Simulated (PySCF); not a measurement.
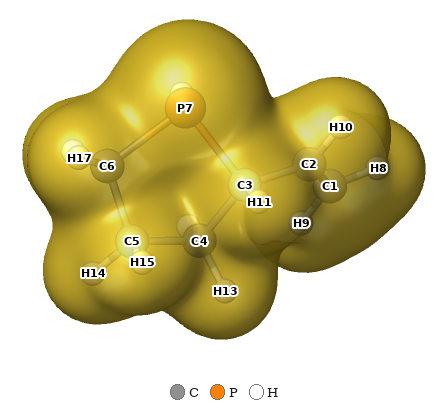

Figure 1: C6H11P. Isosurface of the electron density at 0.05 e/Å³ (yellow), seen at a tilt.

Geometry: GFN2-xTB.

Level of theory: PBE0/pcSseg-1, SCF density, gas phase, non-relativistic (PySCF 2.14.0).

The calculation's input:

```
{"job": {"kind": "nmr", "xc": "PBE0", "basis": "pcSseg-1"}, "charge": 0, "multiplicity": 1}
C      2.699268     0.383147    -0.239695
C      1.748706     0.440703     0.675911
C      0.353962    -0.063630     0.536613
C     -0.005708    -0.804171    -0.747673
C     -1.520497    -0.965823    -0.719688
C     -2.120520     0.406082    -0.393774
P     -0.881046     1.359219     0.643367
H      3.681597     0.781393    -0.050920
H      2.550480    -0.066324    -1.206420
H      1.955105     0.902097     1.634539
H      0.132567    -0.709482     1.399218
H      0.279472    -0.204130    -1.614492
H      0.503820    -1.767241    -0.805507
H     -1.903388    -1.343417    -1.668581
H     -1.790992    -1.679488     0.061562
H     -2.326127     0.979994    -1.298992
H     -3.059856     0.309987     0.154936
H     -0.305604     2.047403    -0.438709
```

Command:

```sh
OMP_NUM_THREADS=1 python probes_run.py task.json out
```

Question: How is the density connected at this value?

Answer: At this value the surface is in one piece. It bridges the sampled C–C (1.32 Å), C–P (1.88 Å), C–H (1.08 Å) and C–C (1.49 Å) contacts, where the density stays above the isovalue. On the grid the lowest density along these lines, outside the cores, is 2.3 e/Å³ (C–C, 1.32 Å), 0.99 e/Å³ (C–P, 1.88 Å), 1.9 e/Å³ (C–H, 1.08 Å) and 1.7 e/Å³ (C–C, 1.49 Å).
